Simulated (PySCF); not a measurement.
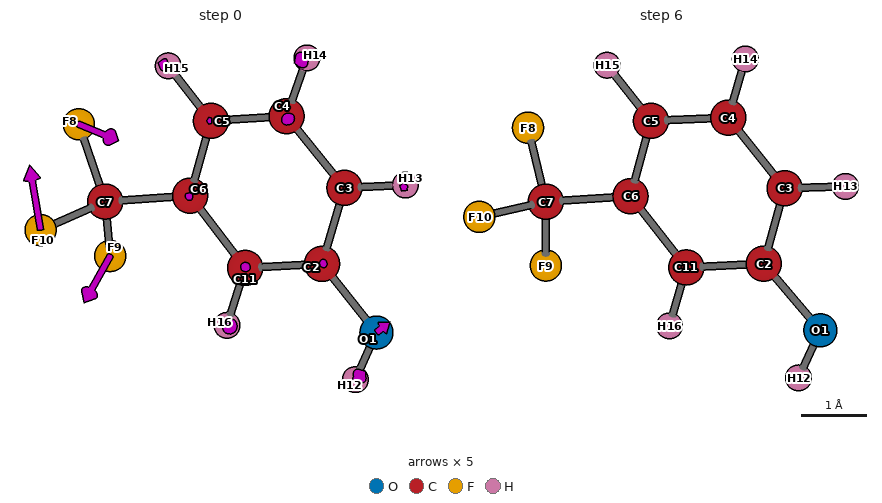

The structure of C₇H₅F₃O before (left) and after (right) a relaxation, at one scale. The purple arrows give the displacements, 5 times their true length.

The picture is a ball-and-stick view, seen at a tilt.

The start comes from GFN2-xTB. Its atoms were then displaced at random by about 0.01 Å.

The calculation used PBE0-D3(BJ)/def2-SVP geometry optimisation, gas phase in PySCF. 

> What changed between the two?

F9 moves most after the best rigid fit: 0.22 Å. By element the largest moves are F 0.22 Å, H 0.07 Å, O 0.06 Å, C 0.05 Å. Among the contacts that change: C4–C5 1.353 → 1.394 Å, C3–C4 1.419 → 1.390 Å, O1–H12 0.936 → 0.963 Å, C11–H16 1.068 → 1.093 Å. Bond angles that change, for instance: C3–C4–H14 115.8° → 119.3°, C5–C4–H14 122.8° → 119.8°, C2–O1–H12 112.1° → 109.6°. The energy falls by 3.35 kcal/mol in 6 geometry steps. The run took 80 s on 2 threads of AMD EPYC 7R43 64-Core Processor, with other jobs on the host.
